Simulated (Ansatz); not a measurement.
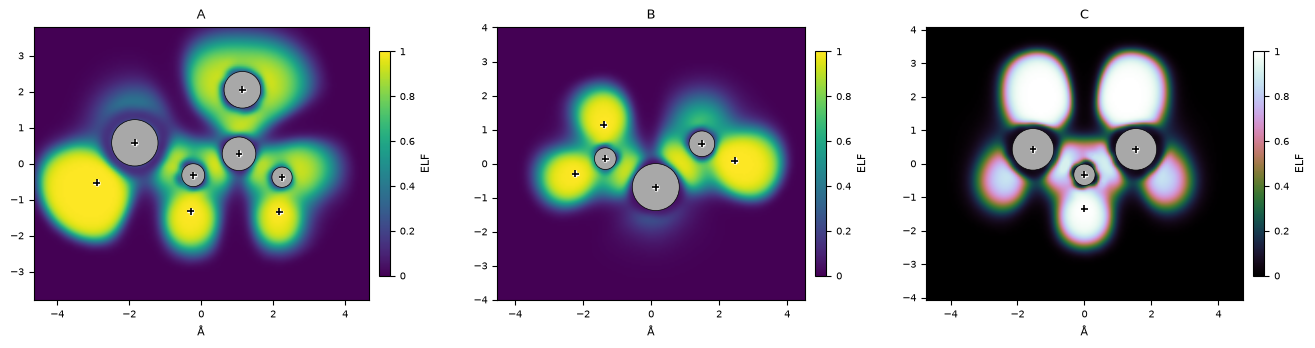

The electron localisation function of 3 systems, each on a plane through atoms (crosses mark nuclei in the plane; grey discs cover the cores).

Method: RKS PBE0-D4/def2-TZVPP in Ansatz 0.2.0.

System 1: Cl2H5NSi2, the plane of atoms Si4, N3 and H8. Geometry: PBE0-D4/def2-TZVP.

```xyz
10

Cl   -2.3187   -1.4181    1.3572
Si   -1.3450    0.2675    0.6861
N    -0.2488   -0.0802   -0.5859
Si    1.4538   -0.2512   -0.4758
Cl    2.4481    1.4436   -1.0916
H    -2.4020    1.1883    0.2165
H    -0.5680    0.8098    1.8196
H    -0.6521   -0.1970   -1.5057
H     1.9185   -1.3403   -1.3612
H     1.7976   -0.4737    0.9437
```

System 2: CH7NOSSi (SMILES C[Si](N)(O)S), the plane of atoms Si2, C1 and H7. Geometry: PBE0-D4/def2-TZVP.

```xyz
12

C    -1.2710    0.7235   -0.3930
Si    0.2117   -0.0530    0.4128
N     0.7424   -1.3190   -0.6089
O    -0.1116   -0.6246    1.9210
S     1.7216    1.3952    0.8765
H    -1.0048    1.2279   -1.3251
H    -1.7091    1.4654    0.2774
H    -2.0336   -0.0285   -0.6151
H     0.4038   -1.3861   -1.5542
H     1.6644   -1.7133   -0.5157
H    -0.3807   -1.5440    1.9568
H     1.8441    1.8015   -0.3982
```

System 3: BClGeH5NO (SMILES OB(Cl)[NH][GeH3]), the plane of atoms B2, O1 and H6. Geometry: PBE0-D4/def2-TZVP.

| atom | x (Å) | y (Å) | z (Å) |
| --- | --- | --- | --- |
| O | -1.5115 | -1.9819 | 0.6077 |
| B | -0.4522 | -1.1387 | 0.4706 |
| Cl | 1.0694 | -1.6890 | 1.2160 |
| N | -0.4533 | 0.0992 | -0.1921 |
| Ge | 0.9985 | 1.2398 | -0.3724 |
| H | -2.3197 | -1.6658 | 0.1985 |
| H | -1.3088 | 0.4206 | -0.6181 |
| H | 0.4555 | 2.4366 | -1.1713 |
| H | 1.4843 | 1.6894 | 1.0105 |
| H | 2.1209 | 0.5386 | -1.1465 |

Match each panel to its system.

Answer. Panel A is system 3, BClGeH5NO: the plane holds O, B, Cl, N, Ge and H. B–O (1.36 Å): the ELF peaks at about 0.90 between the atoms, as expected for a short, strongly polar bond. Panel B is system 2, CH7NOSSi: the plane holds C, Si, N and H. Si–N (1.71 Å): the ELF peaks at about 0.90 between the atoms (a shared but strongly polarised pair). Panel C is system 1, Cl2H5NSi2: the plane holds Si, N and H. Si–N (1.71 Å): the ELF peaks at about 0.90 between the atoms (a polar covalent bond).
